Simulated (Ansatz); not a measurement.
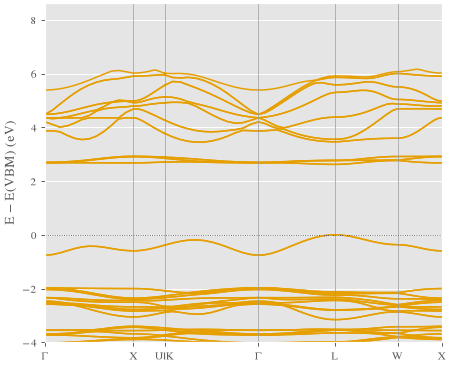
Fig. 1. Band structure from r²SCAN with spin–orbit coupling (plane waves, PAW; program Ansatz)

Task: Read off the gap and where the band edges lie.

Result: About 2.6 eV (2.62 eV by a search for the band edges); maximum at L, minimum at L.

The material is Rb2ScInCl6 in space group Fm-3m (No. 225; Rb on 8c, Sc on 4a, In on 4b, Cl on 24e).

The workflow started from a Materials Project entry (that database holds measured and hypothetical structures alike); the Crystallography Open Database copy checked does not list it. Whether it is the stable phase at ambient conditions was not checked. The cell was relaxed with r²SCAN under the symmetry of its start; its stability against distortions is not shown here. The run is not spin-polarised.

Potentials: the later of the program's two PAW sets.
